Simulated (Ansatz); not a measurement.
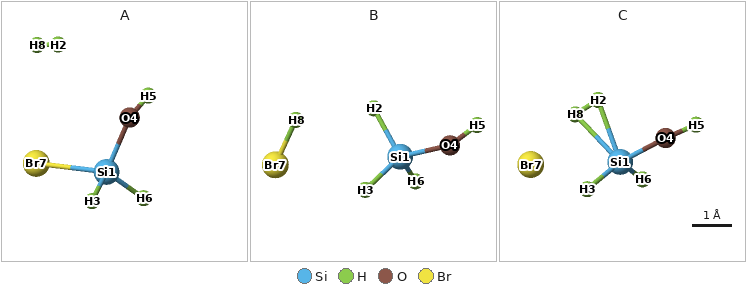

3 geometries from a converged minimum-energy path of SiH5OBr, made up at the start of SiH₄O and HBr, shuffled. The picture is a ball-and-stick view, seen at a tilt.

These are results of Ansatz, RHF/def2-SVP, not measurements. Set-up: 5 movable images; climbing image; force threshold 0.03 eV/Å; iteration limit 60; starting path through a guess of the saddle point.

### Which frame is the top of the path?

C. In order along the path, whose images run from 0 to 6: B (image 1, +0.02 eV), C (image 3, +1.98 eV), A (image 5, −0.56 eV). Breaking: Br7–H8 (1.41 → 2.00 at the top → 4.85 Å), Si1–H2 (1.48 → 1.74 at the top → 4.11 Å). Forming: H2–H8 (3.55 → 0.84 at the top → 0.75 Å), Si1–Br7 (4.22 → 2.85 at the top → 2.24 Å).

Limits of the set-up: the start holds two separate molecules, 3.6 Å apart at their closest, whose relative position is a soft coordinate and is computed without a dispersion correction; Hartree-Fock leaves out electron correlation.
